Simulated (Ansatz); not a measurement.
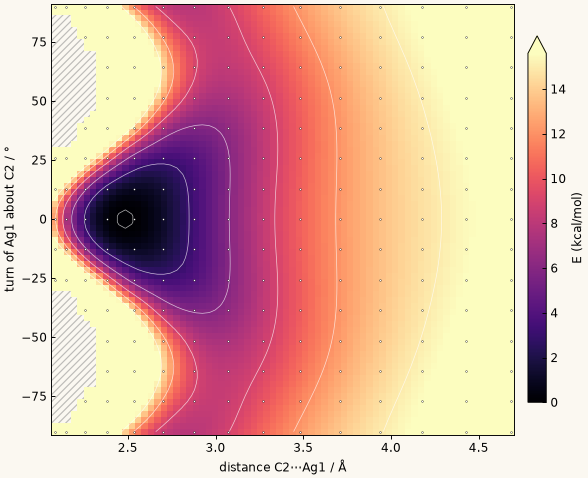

Energy landscape of CH4Ag, charge +1. The turn is about an axis along (0.37, 0.89, −0.26) in the frame of the relaxed pair, normal to the line between the partners. The first coordinate is: distance C2···Ag1; the second: turn of Ag1 about C2. Grid: 15 × 15 points; 110 points were computed and 95 follow by symmetry. At 20 points there is no value (left out of the scan, as a rule where atoms come close). Energies: kcal/mol, counted from the lowest grid point. Computed with RKS PBE0-D4/def2-TZVPD in Ansatz.

In the figure: a smooth colour map with a few white contour lines, dots at the grid points, one colour for all values above the top of the scale, hatched blanks where no value was computed. Between grid points the surface is interpolated. 

Question: What does the map say about the system?

Answer: The lowest grid point is at distance C2···Ag1 = 2.533 Å, turn of Ag1 about C2 = 0.0°. No other kind of well shows on this grid. The highest grid point, distance C2···Ag1 = 2.083 Å, turn of Ag1 about C2 = −90.0°, lies 72.5 kcal/mol above the lowest. Round the minimum the two coordinates are nearly uncoupled.

Grid values (kcal/mol):

| turn of Ag1 about C2 ↓, distance C2···Ag1 → | 2.083 | 2.148 | 2.254 | 2.384 | 2.533 | 2.698 | 2.877 | 3.069 | 3.271 | 3.484 | 3.707 | 3.938 | 4.179 | 4.427 | 4.683 |
| --- | --- | --- | --- | --- | --- | --- | --- | --- | --- | --- | --- | --- | --- | --- | --- |
| 90.0 | 72.5 | 54.8 | 34.7 | 20.3 | 12.0 | 8.5 | 7.9 | 8.9 | 10.6 | 12.3 | 13.8 | 14.9 | 15.8 | 16.5 | 16.9 |
| 77.1 | – | – | 69.4 | 38.9 | 20.7 | 11.8 | 8.7 | 8.5 | 9.9 | 11.6 | 13.2 | 14.6 | 15.6 | 16.3 | 16.9 |
| 64.3 | – | – | – | 55.2 | 28.2 | 14.6 | 9.2 | 8.2 | 9.2 | 11.0 | 12.7 | 14.2 | 15.3 | 16.1 | 16.7 |
| 51.4 | – | – | – | 50.2 | 25.2 | 12.8 | 8.1 | 7.4 | 8.6 | 10.5 | 12.3 | 13.9 | 15.1 | 15.9 | 16.5 |
| 38.6 | – | – | 53.2 | 28.7 | 14.3 | 7.7 | 5.8 | 6.4 | 8.2 | 10.3 | 12.2 | 13.7 | 14.9 | 15.7 | 16.3 |
| 25.7 | 49.6 | 36.2 | 21.2 | 10.7 | 5.2 | 3.5 | 4.0 | 5.9 | 8.1 | 10.3 | 12.1 | 13.6 | 14.7 | 15.6 | 16.2 |
| 12.9 | 19.8 | 13.4 | 6.6 | 2.4 | 1.0 | 1.6 | 3.4 | 5.8 | 8.2 | 10.4 | 12.1 | 13.5 | 14.6 | 15.5 | 16.1 |
| 0.0 | 12.5 | 7.7 | 2.9 | 0.3 | 0.0 | 1.2 | 3.4 | 5.9 | 8.3 | 10.4 | 12.2 | 13.5 | 14.6 | 15.4 | 16.0 |
| −12.9 | 19.8 | 13.4 | 6.6 | 2.4 | 1.0 | 1.6 | 3.4 | 5.8 | 8.2 | 10.4 | 12.1 | 13.5 | 14.6 | 15.5 | 16.1 |
| −25.7 | 49.6 | 36.2 | 21.2 | 10.7 | 5.2 | 3.5 | 4.0 | 5.9 | 8.1 | 10.3 | 12.1 | 13.6 | 14.7 | 15.6 | 16.2 |
| −38.6 | – | – | 53.2 | 28.7 | 14.3 | 7.7 | 5.8 | 6.4 | 8.2 | 10.3 | 12.2 | 13.7 | 14.9 | 15.7 | 16.3 |
| −51.4 | – | – | – | 50.2 | 25.2 | 12.8 | 8.1 | 7.4 | 8.6 | 10.5 | 12.3 | 13.9 | 15.1 | 15.9 | 16.5 |
| −64.3 | – | – | – | 55.2 | 28.2 | 14.6 | 9.2 | 8.2 | 9.2 | 11.0 | 12.7 | 14.2 | 15.3 | 16.1 | 16.7 |
| −77.1 | – | – | 69.4 | 38.9 | 20.7 | 11.8 | 8.7 | 8.5 | 9.9 | 11.6 | 13.2 | 14.6 | 15.6 | 16.3 | 16.9 |
| −90.0 | 72.5 | 54.8 | 34.7 | 20.3 | 12.0 | 8.5 | 7.9 | 8.9 | 10.6 | 12.3 | 13.8 | 14.9 | 15.8 | 16.5 | 16.9 |

The input of one point:

```yaml
crystal:
  periodic: [false, false, false]
  atoms:
    - { symbol: Ag, position_ang: [-0.200791, -0.516009, -2.062343] }
    - { symbol: C, position_ang: [0.037479, 0.096276, 0.383965] }
    - { symbol: H, position_ang: [0.872099, -0.405463, -0.150396] }
    - { symbol: H, position_ang: [-0.903655, 0.32448, -0.160161] }
    - { symbol: H, position_ang: [0.427789, 1.050471, 0.732614] }
    - { symbol: H, position_ang: [-0.237895, -0.562638, 1.205245] }
total_charge: 1
basis:
  gaussian: { orbitals: def2-TZVPD }
hamiltonian:
  xc: pbe0
  dispersion: d4
output:
  forces: true
```

Each point was launched as `ansatz run input.yaml --threads 1 --pin off --max-ram 2560MiB --backend cpu --events-out ev --progress --plain --runs-dir out`. Time for the 110 points that were run: 5.9 min on 1 thread of Arm Neoverse V1, with other jobs on the host.
